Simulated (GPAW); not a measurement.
# puckered PAs monolayer: work function by functional and basis, part 2 of 2

How far do functional and basis move the work function of puckered PAs monolayer? Where a layer proves gapped, the work function hangs on where the smearing puts the Fermi level, and the band edges take its place.

GPAW 26.7.0; GPAW, PAW setups; layer in a repeated cell with vacuum, relaxation of atoms and in-plane cell (the session's first sound run).

So far, upper work function (eV): step 3 (the slab's potential, PBE, GPAW) 4.40; step 4 (LDA) 4.65; step 5 (RPBE) 4.31; step 6 (revPBE) 4.31; step 7 (GPAW, PAW setups) 4.61.

## 8. Self-consistent run: xc = "vdW-DF2"

Level of this step: GPAW, PAW setups; slab in vacuum (GPAW).

The same geometry under vdW-DF2, to see how far the functional moves the levels against the vacuum (the van der Waals functionals take revPBE setups).

The input, run.py:

```python
import json
import numpy as np
from ase import Atoms
from gpaw import GPAW, PW

slab = Atoms(
    ['P', 'As', 'As', 'P'],
    positions=[
        [0.37123, -0.00000, 9.08283],
        [1.97898, 1.75203, 9.00000],
        [4.32917, 0.00000, 11.34989],
        [2.72142, 1.75203, 11.26708]],
    cell=[[4.70038, -0.0, 0.0], [-0.0, 3.50406, 0.0], [0.0, 0.0, 20.3499]],
    pbc=[True, True, False])

slab.calc = GPAW(mode=PW(400), xc='vdW-DF2', kpts={'size': (6, 8, 1), 'gamma': True},
                 occupations={'name': 'fermi-dirac', 'width': 0.05}, nbands='160%',
                 convergence={'density': 1e-05}, maxiter=200,
                 poissonsolver={'dipolelayer': 'xy'},
                 symmetry={'tolerance': 1e-3}, txt='slab.txt')
result = {}
energy = slab.get_potential_energy()
fermi = slab.calc.get_fermi_level()
v = slab.calc.get_electrostatic_potential().mean((0, 1)) - fermi
n = slab.calc.get_pseudo_density().mean((0, 1))
L = slab.cell[2, 2]
z = np.arange(len(v)) * L / len(v)
low, high = slab.positions[:, 2].min(), slab.positions[:, 2].max()
below, above = np.interp([low - 6.8, high + 6.8], z, v)
slopes = [np.interp(x, z, np.gradient(v, z)) for x in (low - 6.8, high + 6.8)]
eps = np.array([[slab.calc.get_eigenvalues(k, s) for k in range(len(slab.calc.get_ibz_k_points()))]
                for s in range(slab.calc.get_number_of_spins())]) - fermi
top, bottom = eps[eps < 0].max(), eps[eps > 0].min()
dipole = slab.get_dipole_moment()[2]
print(f'energy {energy:.4f} eV, Fermi level {fermi:.4f} eV, dipole {dipole:.5f} e A')
print(f'potential 6.8 A off the faces, from the Fermi level: lower {below:.4f} eV, upper {above:.4f} eV')
print(f'slope of the potential there: lower {slopes[0]:.5f}, upper {slopes[1]:.5f} eV/A')
print(f'nearest levels on the mesh: {top:.4f} and {bottom:.4f} eV')
print('magnetic moment', round(slab.get_magnetic_moment(), 3))
result.update(energy=energy, fermi=fermi, dipole=dipole, below=below, above=above, slopes=slopes, edges=[top, bottom],
              z=z.tolist(), v=v.tolist(), n=n.tolist(), positions=slab.positions.tolist(),
              forces=slab.get_forces(apply_constraint=False).tolist(), moments=slab.get_magnetic_moments().tolist())
json.dump(result, open('result.json', 'w'))
```

Run with:

```console
> OMP_NUM_THREADS=1 OPENBLAS_NUM_THREADS=1 python run.py
```

What it wrote:

```text
energy -198.7280 eV, Fermi level -2.1232 eV, dipole -0.00003 e A
potential 6.8 A off the faces, from the Fermi level: lower 4.8786 eV, upper 4.8786 eV
slope of the potential there: lower -0.00038, upper 0.00038 eV/A
nearest levels on the mesh: -0.3182 and 0.3079 eV
magnetic moment 0.0
```

The job ended after 38 s (1 thread of Arm Neoverse V2, shared host; peak memory 0.45 GiB).

This step gave:

- dipole along the normal: -3.04e-5 e·Å
- levels nearest the Fermi level on the mesh: -0.3182, 0.3079 eV from the Fermi level
- upper work function: 4.879 eV
- lower work function: 4.879 eV
- upper ionisation energy: 5.197 eV

Table of electrostatic potential energy of an electron (without an applied field's), less the Fermi level, planar mean by z:

```csv
z (Å),"electrostatic potential energy of an electron (without an applied field's), less the Fermi level, planar mean (eV)"
0,4.88
2,4.88
4,4.88
6,4.86
8,2.00
10,-0.369
12,-2.48
14,4.84
16,4.88
18,4.88
20,4.88
```

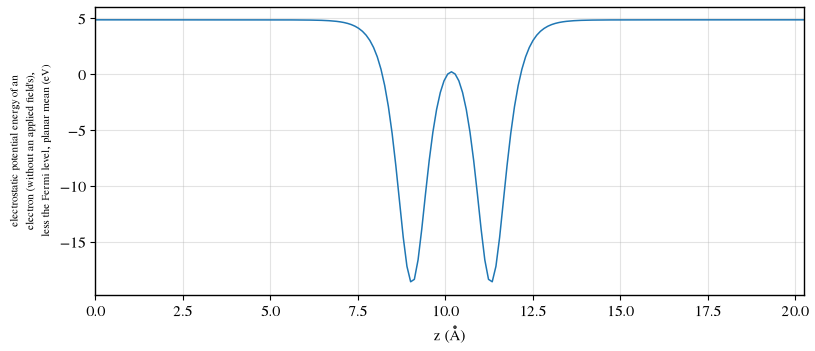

Electrostatic potential energy of an electron (without an applied field's), less the Fermi level, planar mean against z.

The highest filled level lies 0.318 eV under the Fermi level, so the ionisation energy from the upper face is 4.879 + 0.318 = 5.197 eV, against 4.869 eV in the base run.

## 9. Real-space grid: mode = "fd"

A real-space grid is a second complete basis, so it checks the plane-wave result.

Changes to run.py since step 8:

```diff
@@ -3,3 +3,3 @@
 from ase import Atoms
-from gpaw import GPAW, PW
+from gpaw import GPAW
 
@@ -15,3 +15,3 @@
 
-slab.calc = GPAW(mode=PW(400), xc='vdW-DF2', kpts={'size': (6, 8, 1), 'gamma': True},
+slab.calc = GPAW(mode='fd', h=0.18, xc='PBE', kpts={'size': (6, 8, 1), 'gamma': True},
                  occupations={'name': 'fermi-dirac', 'width': 0.05}, nbands='160%',
```

What it wrote:

```text
energy -19.7077 eV, Fermi level -4.4041 eV, dipole 0.00000 e A
potential 6.8 A off the faces, from the Fermi level: lower 4.4041 eV, upper 4.4041 eV
slope of the potential there: lower -0.00000, upper 0.00000 eV/A
nearest levels on the mesh: -0.4654 and 0.4551 eV
magnetic moment 0.0
```

Elapsed: 1.8 min, on 1 thread; peak memory 0.67 GiB.

This step gave:

* dipole along the normal: 9.22e-7 e·Å
* levels nearest the Fermi level on the mesh: -0.4654, 0.4551 eV from the Fermi level
* upper work function: 4.404 eV
* lower work function: 4.404 eV
* upper ionisation energy: 4.869 eV

The highest filled level lies 0.465 eV under the Fermi level, so the ionisation energy from the upper face is 4.404 + 0.465 = 4.869 eV, against 4.869 eV in the base run.

## 10. Atomic orbitals: mode = "lcao"

Atom-centred orbitals end a few angstrom from the surface, which tests how much the density's tail matters.

Changes to run.py since step 9:

```diff
@@ -15,4 +15,4 @@
 
-slab.calc = GPAW(mode='fd', h=0.18, xc='PBE', kpts={'size': (6, 8, 1), 'gamma': True},
-                 occupations={'name': 'fermi-dirac', 'width': 0.05}, nbands='160%',
+slab.calc = GPAW(mode='lcao', basis='dzp', h=0.18, xc='PBE', kpts={'size': (6, 8, 1), 'gamma': True},
+                 occupations={'name': 'fermi-dirac', 'width': 0.05}, nbands='120%',
                  convergence={'density': 1e-05}, maxiter=200,
```

What it wrote:

```text
energy -19.1126 eV, Fermi level -4.2423 eV, dipole -0.00000 e A
potential 6.8 A off the faces, from the Fermi level: lower 4.2423 eV, upper 4.2423 eV
slope of the potential there: lower 0.00000, upper 0.00000 eV/A
nearest levels on the mesh: -0.5406 and 0.5340 eV
magnetic moment 0.0
```

The job ended after 39 s (1 thread; peak memory 0.33 GiB).

This step gave:

```
dipole along the normal                    : -1.13e-6 e·Å
levels nearest the Fermi level on the mesh : -0.5406, 0.5340 eV from the Fermi level
upper work function                        : 4.242 eV
lower work function                        : 4.242 eV
upper ionisation energy                    : 4.783 eV
```

The highest filled level lies 0.541 eV under the Fermi level, so the ionisation energy from the upper face is 4.242 + 0.541 = 4.783 eV, against 4.869 eV in the base run.

## 11. Cost and result by level

Times are for 1 thread of Arm Neoverse V2, shared host. The series side by side:

```csv
no.,run,upper ionisation energy (eV),time,memory (GiB)
1,pw,4.869,29 s,0.24
2,LDA,5.073,28 s,0.23
3,RPBE,4.794,29 s,0.24
4,revPBE,4.793,29 s,0.24
5,optPBE vdW,5.064,38 s,0.45
6,vdW DF2,5.197,38 s,0.45
7,fd,4.869,1.8 min,0.67
8,lcao,4.783,39 s,0.33
```

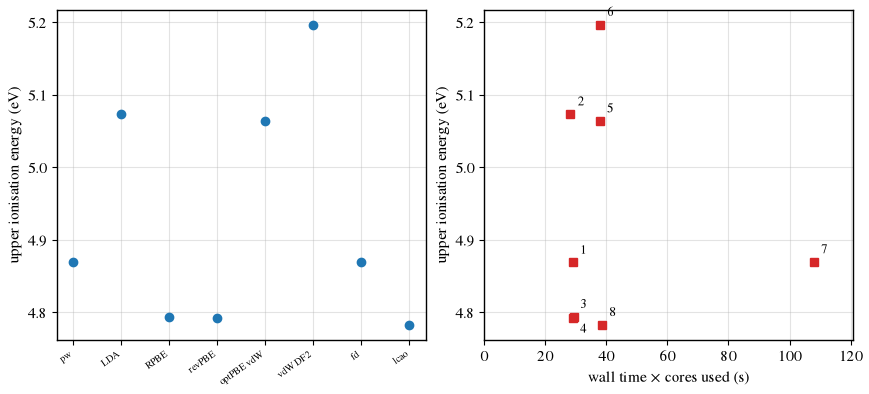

The series as plots; the last panel sets the first result against cost, with the runs numbered as in the table.

## 12. Side by side

Results and costs are gathered.

This step: comparison of work functions, dipole and cost (GPAW 26.7.0).

Ladder, by row:

```csv
step,code,"work function, upper (eV)","work function, lower (eV)",dipole (e Å),wall time (s),peak memory (GiB),threads
pw,GPAW,4.403,4.403,-3.29e-5,29.14,0.24,1
LDA,GPAW,4.646,4.646,-3.39e-5,28.21,0.23,1
RPBE,GPAW,4.311,4.311,-3.23e-5,29.34,0.24,1
revPBE,GPAW,4.307,4.307,-3.26e-5,29.12,0.24,1
optPBE-vdW,GPAW,4.611,4.611,-3.25e-5,37.83,0.45,1
vdW-DF2,GPAW,4.879,4.879,-3.04e-5,37.98,0.45,1
fd,GPAW,4.404,4.404,9.22e-7,108,0.67,1
lcao,GPAW,4.242,4.242,-1.13e-6,38.67,0.33,1
```

## 13. A changed run

One more run, with changed settings.

This step: GPAW, PAW setups; slab in vacuum (GPAW 26.7.0).

Changes to run.py since step 10:

```diff
@@ -3,3 +3,3 @@
 from ase import Atoms
-from gpaw import GPAW
+from gpaw import GPAW, PW
 
@@ -15,5 +15,5 @@
 
-slab.calc = GPAW(mode='lcao', basis='dzp', h=0.18, xc='PBE', kpts={'size': (6, 8, 1), 'gamma': True},
-                 occupations={'name': 'fermi-dirac', 'width': 0.05}, nbands='120%',
-                 convergence={'density': 1e-05}, maxiter=200,
+slab.calc = GPAW(mode=PW(100), xc='PBE', kpts={'size': (6, 8, 1), 'gamma': True},
+                 occupations={'name': 'fermi-dirac', 'width': 0.05}, nbands='160%',
+                 convergence={'density': 1e-05}, maxiter=50,
                  poissonsolver={'dipolelayer': 'xy'},
```

What it wrote:

```text
energy -18.5489 eV, Fermi level -1.6871 eV, dipole -0.00003 e A
potential 6.8 A off the faces, from the Fermi level: lower 4.3819 eV, upper 4.3819 eV
slope of the potential there: lower -0.00108, upper 0.00107 eV/A
nearest levels on the mesh: -0.4768 and 0.4674 eV
magnetic moment 0.0
```

The job ended after 4.7 s (1 thread; peak memory 0.13 GiB).

The run finished. A setting was moved off its sound value on purpose, so it serves as a test and not as the result.

The fault put into the input: a cutoff far too low (ecut = 100).

The two runs compared:

```csv
quantity,this run,sound run,difference
upper work function (eV),4.3819,4.4033,-0.0214
lower work function (eV),4.3819,4.4033,-0.0214
upper ionisation energy (eV),4.8587,4.8689,-0.0102
```

## 14. Summary of results

- work function, both faces (Fermi level placed in the gap by the smearing): 4.40 eV
- ionisation energy from the upper face (highest filled level on the mesh): 4.87 eV
- electron affinity from the upper face (lowest empty Kohn-Sham level on the mesh): 3.95 eV
- dipole along the normal: -3.3e-5 e Å, near the numerical noise

**Reading.** With plane waves and PBE the ionisation energy from the upper face is 4.87 eV and the Kohn-Sham electron affinity 3.95 eV. The levels nearest the Fermi level on the mesh lie 0.921 eV apart, so the slab is gapped there: the smearing puts the Fermi level inside the gap, and from either face the ionisation energy is the work function plus 0.47 eV. Both are Kohn-Sham levels on the mesh, and semilocal gaps are too small, so the affinity tends to come out too large and the ionisation energy too small. Work functions of a gapped slab move with the place of the Fermi level in the gap; over the runs without a planted fault the highest filled level on the mesh lies 4.78 (lcao) to 5.20 eV (vdW-DF2) under the upper vacuum level. The layer's cell and atoms come from the relaxation; spin-orbit coupling and temperature are left out.

[Logs are printed without paths, hosts, clocks, repeated set-up lines and the standing remarks that a program may print on its own settings, such as how far it seeks lower states.]

[Hosts, paths, dates, database ids (printed as entryN), source tags and the programs' standing remarks are cut or masked in the printed files.]
